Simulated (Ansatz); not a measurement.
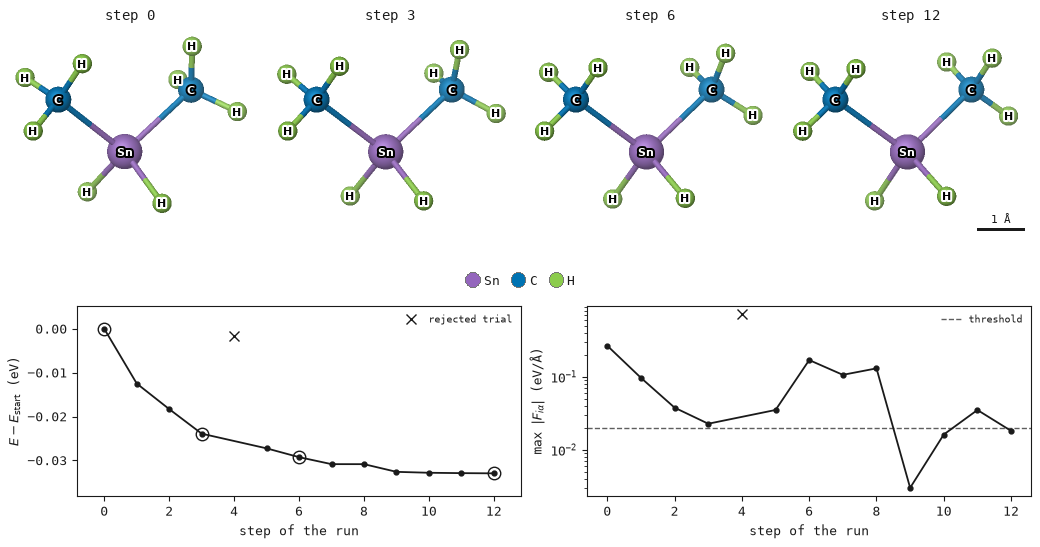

Frames of a relaxation of C2H8Sn, marked on the history of the run. A ball-and-stick model, seen at a tilt.

The run prepares the start of a later molecular dynamics calculation, from a guessed geometry.

Method: RKS PBE-D4/def2-SVP (Ansatz 0.2.0). Set-up: no spin polarisation; force threshold 0.02 eV/Å; at most 40 steps.

> Describe the path.

The energy falls by 0.033 eV in 11 accepted moves (12 points after the start). Largest force component: 0.27 eV/Å at the start, 0.018 eV/Å at the end. The line search rejected the trial step at point 4 of the run. The forces were under the threshold at step 9, but the run went on from there. An H atom moves most after the best rigid fit: 0.59 Å. By element the largest moves are H 0.59 Å, Sn 0.10 Å, C 0.08 Å. Some distances before and after: C–Sn 2.148 → 2.173 Å, H–Sn 1.740 → 1.736 Å. Groups turn about C–Sn by about 35°. Cost: 20 s on 2 threads of Arm Neoverse V1, on a shared host, peak memory 0.13 GiB. From step 0 to 3: an H atom moves most (0.22 Å), energy −0.024 eV. From step 3 to 6: an H atom moves most (0.19 Å), energy −0.005 eV. From step 6 to 12: an H atom moves most (0.19 Å), energy −0.004 eV.

```json
{"step": "0", "E − E(0), eV": "0.0000", "largest force component, eV/Å": "0.2672", "note": ""}
{"step": "1", "E − E(0), eV": "-0.0125", "largest force component, eV/Å": "0.0971", "note": ""}
{"step": "2", "E − E(0), eV": "-0.0183", "largest force component, eV/Å": "0.0379", "note": ""}
{"step": "3", "E − E(0), eV": "-0.0239", "largest force component, eV/Å": "0.0228", "note": ""}
{"step": "4", "E − E(0), eV": "-0.0017", "largest force component, eV/Å": "0.7188", "note": "rejected"}
{"step": "5", "E − E(0), eV": "-0.0273", "largest force component, eV/Å": "0.0352", "note": ""}
{"step": "6", "E − E(0), eV": "-0.0293", "largest force component, eV/Å": "0.1703", "note": ""}
{"step": "7", "E − E(0), eV": "-0.0309", "largest force component, eV/Å": "0.1068", "note": ""}
{"step": "8", "E − E(0), eV": "-0.0309", "largest force component, eV/Å": "0.1310", "note": ""}
{"step": "9", "E − E(0), eV": "-0.0326", "largest force component, eV/Å": "0.0030", "note": ""}
{"step": "10", "E − E(0), eV": "-0.0328", "largest force component, eV/Å": "0.0163", "note": ""}
{"step": "11", "E − E(0), eV": "-0.0329", "largest force component, eV/Å": "0.0352", "note": ""}
{"step": "12", "E − E(0), eV": "-0.0330", "largest force component, eV/Å": "0.0182", "note": ""}
```
